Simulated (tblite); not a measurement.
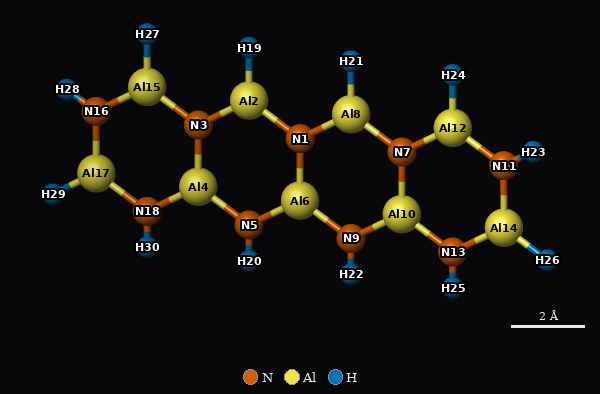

The starting structure (ball-and-stick view, seen at a tilt; atoms are numbered from 1 in the order of the input). Sticks mark near contacts.

## Run report: Al9N9H12, geometry relaxation

The run: geometry relaxation of Al9N9H12. Method and program: GFN2-xTB geometry optimisation, gas phase (tblite 0.8.0).

Input file
```
{"job": {"kind": "relax", "xc": "GFN2-xTB", "basis": "xTB"}, "charge": 0, "multiplicity": 1}
N      0.004900     0.848200    -0.001600
Al    -1.562000     1.752600    -0.006900
N     -3.112500     0.847700     0.001000
Al    -3.118400    -0.945600    -0.006200
N     -1.559800    -1.851200     0.003400
Al    -0.003300    -0.950500    -0.002600
N      3.117800     0.851700    -0.003300
Al     1.562200     1.752700     0.001500
N      1.561500    -1.852100    -0.000400
Al     3.114900    -0.950800     0.001600
N      6.233300     0.848800    -0.002100
Al     4.674000     1.748000    -0.000000
N      4.673100    -1.849300     0.005000
Al     6.237600    -0.950600    -0.002700
Al    -4.678700     1.755100     0.000200
N     -6.237300     0.850600     0.006300
Al    -6.235000    -0.948100     0.000900
N     -4.677600    -1.853400    -0.001000
H     -1.559400     3.291800     0.002500
H     -1.556000    -2.889100     0.002700
H      1.556500     3.293800     0.001500
H      1.557900    -2.888500    -0.000200
H      7.139400     1.374600     0.006600
H      4.672300     3.285700    -0.001500
H      4.677000    -2.887400     0.000900
H      7.563000    -1.720900     0.002500
H     -4.675800     3.292300    -0.000700
H     -7.136600     1.370600     0.001200
H     -7.568500    -1.719600    -0.002000
H     -4.675400    -2.889600     0.003400
```

The first line tells a small driver script what to run in tblite; the rest is the geometry in Å.

Run on 2 CPU threads, shared host.

Run as:
```bash
OMP_NUM_THREADS=2 python <driver script> task.json out
```

Log
```
step      E/eV     max force
  0   -1159.01771    1.071
  1   -1159.10439    0.437
  2   -1159.11716    0.175
  3   -1159.12294    0.119
  4   -1159.12585    0.110
  5   -1159.12960    0.128
  6   -1159.13245    0.140
  7   -1159.13538    0.129
  8   -1159.13785    0.119
  9   -1159.14003    0.107
 10   -1159.14177    0.094
 11   -1159.14310    0.110
 12   -1159.14428    0.081
 13   -1159.14560    0.081
 14   -1159.14705    0.081
 15   -1159.14861    0.102
 16   -1159.15024    0.100
 17   -1159.15177    0.094
 18   -1159.15302    0.087
 19   -1159.15396    0.057
 20   -1159.15475    0.071
 21   -1159.15553    0.060
 22   -1159.15633    0.063
 23   -1159.15695    0.057
 24   -1159.15734    0.038
 25   -1159.15759    0.026
 26   -1159.15778    0.029
 27   -1159.15791    0.023
 28   -1159.15799    0.023
 29   -1159.15809    0.024
 30   -1159.15822    0.037
 31   -1159.15839    0.040
 32   -1159.15853    0.025
 33   -1159.15860    0.012
```

Trajectory as extended XYZ (Å, eV, eV/Å), 3 of the 24 frames kept, from step=0 to step=33
```
30
Properties=species:S:1:pos:R:3:forces:R:3 step=0 energy=-1159.01771
N     0.0049    0.8482   -0.0016   -0.1350   0.4440  -0.0110
Al   -1.5620    1.7526   -0.0069    0.2880   0.1340   0.0280
N    -3.1125    0.8477    0.0010   -0.3000   0.4220  -0.0210
Al   -3.1184   -0.9456   -0.0062    0.2510  -0.8470   0.0280
N    -1.5598   -1.8512    0.0034   -0.0920  -0.6070  -0.0160
Al   -0.0033   -0.9505   -0.0026    0.1190  -0.7220   0.0120
N     3.1178    0.8517   -0.0033    0.0380   0.1590   0.0080
Al    1.5622    1.7527    0.0015   -0.1160   0.1970  -0.0100
N     1.5615   -1.8521   -0.0004   -0.1150  -0.5550  -0.0030
Al    3.1149   -0.9508    0.0016   -0.2280  -0.5800  -0.0040
N     6.2333    0.8488   -0.0021    0.9160   0.5560   0.0120
Al    4.6740    1.7480    0.0000    0.2210   0.4170  -0.0080
N     4.6731   -1.8493    0.0050    0.4130  -0.6310  -0.0140
Al    6.2376   -0.9506   -0.0027    0.0900  -0.3840   0.0200
Al   -4.6787    1.7551    0.0002   -0.0410   0.2620   0.0090
N    -6.2373    0.8506    0.0063   -0.6310   0.4730  -0.0140
Al   -6.2350   -0.9481    0.0009   -0.2180  -0.4550   0.0030
N    -4.6776   -1.8534   -0.0010   -0.2760  -0.5280  -0.0030
H    -1.5594    3.2918    0.0025   -0.0170  -0.0380  -0.0090
H    -1.5560   -2.8891    0.0027   -0.0090   0.8500   0.0010
H     1.5565    3.2938    0.0015    0.0110  -0.0590   0.0030
H     1.5579   -2.8885   -0.0002    0.0040   0.8010   0.0010
H     7.1394    1.3746    0.0066   -0.8640  -0.4860  -0.0130
H     4.6723    3.2857   -0.0015    0.0040  -0.0800   0.0030
H     4.6770   -2.8874    0.0009   -0.0860   0.7850   0.0050
H     7.5630   -1.7209    0.0025   -0.0440   0.0620  -0.0060
H    -4.6758    3.2923   -0.0007    0.0000  -0.0810  -0.0030
H    -7.1366    1.3706    0.0012    0.6250  -0.3530   0.0080
H    -7.5685   -1.7196   -0.0020    0.1180   0.1110   0.0000
H    -4.6754   -2.8896    0.0034    0.0740   0.7340  -0.0060
30
Properties=species:S:1:pos:R:3:forces:R:3 step=15 energy=-1159.14861
N    -0.0003    0.8413   -0.0023   -0.0050   0.0960  -0.0040
Al   -1.5686    1.7364   -0.0023   -0.0450  -0.0190   0.0050
N    -3.1507    0.8592   -0.0013   -0.0350  -0.0170  -0.0070
Al   -3.1403   -0.9692   -0.0011   -0.0410  -0.0040   0.0080
N    -1.5698   -1.8490    0.0011   -0.1020  -0.0040  -0.0040
Al    0.0004   -0.9768   -0.0018   -0.0010  -0.0690   0.0050
N     3.1505    0.8592   -0.0015    0.0190  -0.0320  -0.0010
Al    1.5679    1.7356   -0.0012    0.0530  -0.0190   0.0020
N     1.5705   -1.8493    0.0000    0.0840  -0.0050  -0.0030
Al    3.1403   -0.9696   -0.0007    0.0390   0.0140   0.0020
N     6.2626    0.8372    0.0031    0.0220   0.0150  -0.0020
Al    4.7149    1.7732    0.0002    0.0080  -0.0270  -0.0010
N     4.7323   -1.8369    0.0009   -0.0080   0.0010   0.0000
Al    6.3101   -0.9723    0.0017   -0.0350  -0.0170   0.0010
Al   -4.7159    1.7736   -0.0016    0.0020  -0.0380   0.0080
N    -6.2639    0.8376    0.0018   -0.0140   0.0150  -0.0040
Al   -6.3108   -0.9723   -0.0001    0.0340  -0.0160   0.0060
N    -4.7330   -1.8374    0.0023    0.0160   0.0070  -0.0070
H    -1.5721    3.2704    0.0011    0.0130   0.0340  -0.0020
H    -1.5618   -2.8648    0.0023   -0.0140   0.0100   0.0000
H     1.5718    3.2691    0.0022   -0.0140   0.0400   0.0000
H     1.5591   -2.8650    0.0000    0.0200   0.0070   0.0000
H     7.1374    1.3589    0.0020    0.0190   0.0040   0.0010
H     4.7146    3.3056   -0.0019    0.0350  -0.0320   0.0000
H     4.6718   -2.8528    0.0024    0.0330   0.0180  -0.0010
H     7.6430   -1.7194    0.0011   -0.0130   0.0210   0.0000
H    -4.7149    3.3060   -0.0002   -0.0350  -0.0320  -0.0020
H    -7.1381    1.3602    0.0044   -0.0190   0.0010  -0.0010
H    -7.6450   -1.7181   -0.0015    0.0190   0.0230  -0.0010
H    -4.6726   -2.8534    0.0006   -0.0330   0.0260   0.0010
30
Properties=species:S:1:pos:R:3:forces:R:3 step=33 energy=-1159.15860
N    -0.0001    0.8454   -0.0019   -0.0020   0.0100  -0.0040
Al   -1.5826    1.7246   -0.0020    0.0010  -0.0030   0.0050
N    -3.1793    0.8652   -0.0003    0.0060  -0.0020  -0.0080
Al   -3.1679   -0.9641   -0.0015   -0.0030  -0.0010   0.0090
N    -1.5890   -1.8327    0.0014   -0.0050   0.0070  -0.0060
Al    0.0002   -0.9818   -0.0017   -0.0030   0.0050   0.0060
N     3.1788    0.8649   -0.0008   -0.0090  -0.0030  -0.0010
Al    1.5825    1.7243   -0.0009   -0.0040  -0.0020   0.0020
N     1.5893   -1.8325   -0.0003   -0.0010   0.0050  -0.0020
Al    3.1678   -0.9641    0.0000    0.0000  -0.0010   0.0010
N     6.3066    0.8349    0.0015    0.0070  -0.0030   0.0000
Al    4.7548    1.7616   -0.0005   -0.0020  -0.0010   0.0000
N     4.7595   -1.8325    0.0017   -0.0020   0.0020  -0.0010
Al    6.3396   -0.9723    0.0016    0.0010  -0.0070   0.0010
Al   -4.7556    1.7623   -0.0009    0.0030  -0.0040   0.0070
N    -6.3080    0.8356    0.0031   -0.0030  -0.0040  -0.0060
Al   -6.3409   -0.9720    0.0000    0.0010  -0.0050   0.0060
N    -4.7603   -1.8323    0.0012    0.0020   0.0060  -0.0050
H    -1.5818    3.2620    0.0007    0.0000  -0.0080  -0.0020
H    -1.5947   -2.8490    0.0017    0.0020   0.0070   0.0000
H     1.5814    3.2614    0.0022    0.0010  -0.0040  -0.0010
H     1.5932   -2.8488    0.0000    0.0020   0.0050   0.0000
H     7.1815    1.3560    0.0030    0.0060   0.0040   0.0000
H     4.7869    3.2906   -0.0021    0.0030   0.0040   0.0000
H     4.7210   -2.8492    0.0016   -0.0100   0.0030   0.0000
H     7.6703   -1.7201    0.0014   -0.0030  -0.0070   0.0000
H    -4.7871    3.2920   -0.0008   -0.0030  -0.0040  -0.0020
H    -7.1827    1.3575    0.0030   -0.0020   0.0000   0.0010
H    -7.6720   -1.7206   -0.0011    0.0100  -0.0030  -0.0020
H    -4.7222   -2.8492    0.0009    0.0100   0.0080   0.0000
```

Key numbers

| quantity | value |
| --- | --- |
| outcome | converged |
| total energy | −1159.1586 eV |
| HOMO | −10.14 eV |
| LUMO | −7.23 eV |
| point group | C2v |
| dipole moment | 3.26 D |
| wall time | 1.9 s (CPU time 2.5 s) |
| peak memory | 0.16 GiB |
